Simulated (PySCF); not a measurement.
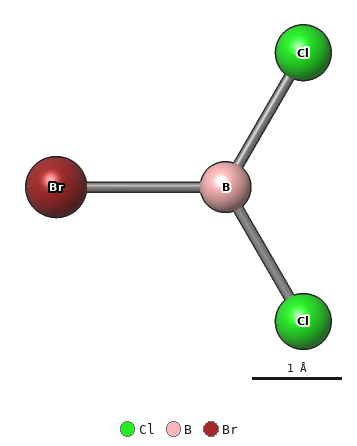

Fig. 1: The structure as given in the input (ball-and-stick view, seen on its broad side). Bond lengths as drawn: B–Br 1.91 Å and B–Cl 1.75 Å.

**Frequency calculation of BBrCl$_{2}$**

System: BBrCl$_{2}$, SMILES ClB(Cl)Br.
Method: B3LYP/pcSseg-1 displacements along normal modes, gas phase (PySCF 2.14.0).

The input sets isotopic masses.

**What the program printed**
```
mode    cm-1    km/mol   phi_rrr   E(+)/cm-1  E(-)/cm-1
  1    213.66     0.28       0.0      38.49      38.46
  2    224.83     0.43       4.5      40.60      40.35
  3    408.89     1.37      47.1      75.30      71.94
  4    445.90     4.75       1.8      80.43      80.28
  5    907.55   393.05     114.7     167.59     159.40
  6    981.15   382.55      -0.2     176.89     176.86
```

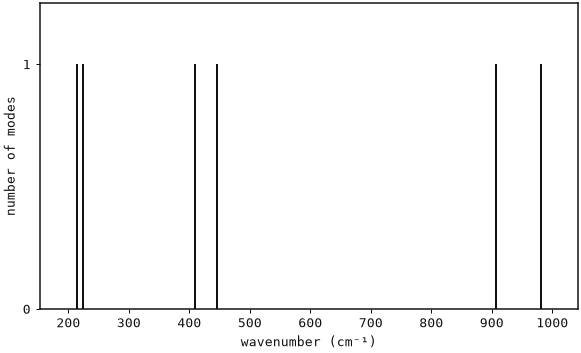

Fig. 2: Harmonic vibrational wavenumbers from the force constants; neighbouring modes closer than 3 cm⁻¹ are counted in one stick. 6 modes from 214 to 981 cm⁻¹, none imaginary.

The run was set up as follows.

**The input**
```
{"job": {"xc": "B3LYP", "basis": "pcSseg-1", "grid": 2, "temperatures": [200, 400], "kind": "vib", "mass_numbers": [35, 10, 35, 81]}, "charge": 0, "multiplicity": 1}
Cl    -0.900902     1.523288    -0.019082
B     -0.028962     0.004884    -0.022428
Cl    -0.910222    -1.508001    -0.002464
Br     1.881022    -0.001081    -0.047443
```

The first line tells a small driver script what to run in PySCF; the rest is the geometry in Å.

Command:
```bash
OMP_NUM_THREADS=1 python <driver script> task.json out
```

**Key numbers**

| quantity | value |
| --- | --- |
| outcome | converged |
| wavenumbers, lowest and highest | 214 and 981 cm⁻¹ |
| hardware | 1 CPU thread, shared host |
| wall time | 56 s |
| peak memory | 0.57 GiB |
